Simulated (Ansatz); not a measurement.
**SO3 (sulfur trioxide): RPA@PBE/6-311+G(d,p)**

Aim: the vertical electron affinity of SO3 (sulfur trioxide) at RPA@PBE/6-311+G**, from 2 runs. 

Program for the calculation: Ansatz 0.2.0.

36 further runs of the same task are left out: 2 that didn't finish, 34 set aside as unsound or not needed.

## (1) Starting point

SO3: 4 atoms, total charge 0, spin state singlet. SMILES: `O=S(=O)=O`. The coordinates come from a PBE0-D4/def2-TZVP relaxation.

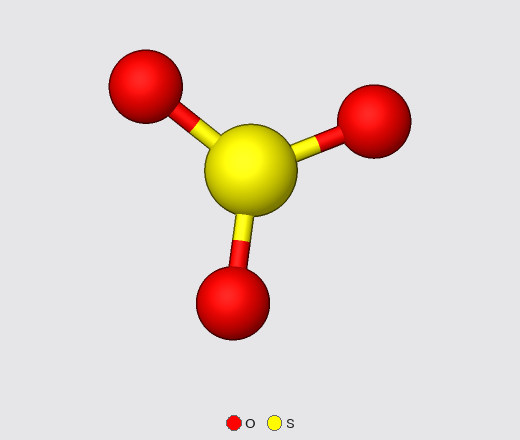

Viewed from a chosen angle; oxygen red, sulfur yellow.

## (2) The energy at RPA@PBE/6-311+G(d,p)

job.yaml

```yaml
crystal:
  periodic: [false, false, false]
  atoms:
    - {symbol: O, position_ang: [-1.121570, -0.684610, 0.536720]}
    - {symbol: S, position_ang: [0.000010, -0.000030, -0.000040]}
    - {symbol: O, position_ang: [1.308940, -0.327680, 0.440460]}
    - {symbol: O, position_ang: [-0.187380, 1.012320, -0.977150]}
basis:
  gaussian: {orbitals: 6-311+G_st__st_-spherical.json}
hamiltonian: {xc: {name: PBE}}
correlation: {method: rpa, frozen_orbitals: {O: 1, S: 5}}
accuracy: high
```

The basis set 6-311+G** is read from a file made from the Basis Set Exchange's data (not shown).

Run with:

```console
$ ansatz run job.yaml --threads 1 --pin off --max-ram 3480MiB --events-out events.jsonl --progress --plain --runs-dir runs
```

Standard output:

```text
Warning: RAYON_NUM_THREADS=1 ignored (pool sized by the plan → 1); use --threads N
Functional definition: PBE
  name "PBE"
  parameter kappa = 0.804
  parameter beta = 0.06672455060314922
  exchange = pbe_x(kappa = kappa, mu = beta*pi^2/3)
  correlation = pbe_c(beta = beta)
1681 factors; integrals over basis functions are off by at most 3.8e-9 eV
mean field evaluation 1: about -16951.7004 eV, gradient 9.4e1 eV
mean field evaluation 2: about -16951.6997 eV, gradient 9.4e1 eV
mean field evaluation 4: about -16965.0903 eV, gradient 1.3e1 eV
mean field evaluation 8: about -16965.4500 eV, gradient 1.1e-1 eV
mean field evaluation 16: about -16965.4495 eV, gradient 7.3e-6 eV
mean field evaluation 32: about -16942.9209 eV, gradient 6.5e1 eV
mean field -16965.44954372 eV, -623.4687711371 hartree, gradient 2.9e-8 eV, S^2 0.000000; 0 other end points of the search recorded, 0 dependent functions left out
8 core orbitals not correlated: weight in the atoms' cores, before any rotation towards them, 1.000 or more for the frozen orbitals, at most 0.000 for the correlated occupied ones
reference -16925.25400778 eV, -621.9916124367 hartree; 12, 12 occupied and 76, 76 virtual orbitals, 1681 factors
Total energy: -16954.90629379 eV, -623.0813138487 hartree
```

It took 7.5 s on 1 thread of Arm Neoverse V2, shared host; peak memory 0.35 GiB.

## (3) The doublet anion

run.yaml

```yaml
crystal:
  periodic: [false, false, false]
  atoms:
    - {symbol: O, position_ang: [-1.121570, -0.684610, 0.536720]}
    - {symbol: S, position_ang: [0.000010, -0.000030, -0.000040]}
    - {symbol: O, position_ang: [1.308940, -0.327680, 0.440460]}
    - {symbol: O, position_ang: [-0.187380, 1.012320, -0.977150]}
basis:
  gaussian: {orbitals: 6-311+G_st__st_-spherical.json}
total_charge: -1
magnetization: {spin_polarized: true, initial_magnetization: 1}
hamiltonian: {xc: pbe}
correlation: {method: rpa, frozen_orbitals: {O: 1, S: 5}}
accuracy: high
```

The basis set 6-311+G** is read from a file made from the Basis Set Exchange's data (not shown).

Run with:

```console
$ ansatz run run.yaml --threads 1 --pin off --max-ram 3480MiB --events-out events.jsonl --progress --plain --runs-dir runs
```

Standard output, shortened:

```text
Warning: RAYON_NUM_THREADS=1 ignored (pool sized by the plan → 1); use --threads N
[... 2 set-up lines as earlier in the session ...]
[...]
1680 factors; integrals over basis functions are off by at most 3.8e-9 eV
[...]
mean field -16966.07585541 eV, -623.4917876671 hartree, gradient 2.0e-8 eV, S^2 0.752282; 4 other end points of the search recorded, 0 dependent functions left out
8 core orbitals not correlated: weight in the atoms' cores, before any rotation towards them, 1.000 or more for the frozen orbitals, at most 0.000 for the correlated occupied ones
reference -16925.20859046 eV, -621.9899433811 hartree; 13, 12 occupied and 75, 76 virtual orbitals, 1680 factors
Total energy: -16955.32884259 eV, -623.0968422306 hartree
```

Wall time 16 s (1 thread of Arm Neoverse V2, shared host); peak memory 0.39 GiB.

## (4) What came out

Level: RPA@PBE/6-311+G**, 8 core orbitals frozen.

```
                                         quantity          value
                        singlet SO3: total energy  -623.08131 Eh
    singlet SO3: RPA correlation energy (valence)    -1089.7 mEh
                      doublet anion: total energy  -623.09684 Eh
  doublet anion: RPA correlation energy (valence)    -1106.9 mEh
 doublet anion: ⟨S²⟩ of the reference determinant          0.752
vertical electron affinity (to the doublet anion)       0.423 eV
```

At fixed nuclei the extra electron is bound by 0.42 eV (9.7 kcal/mol).
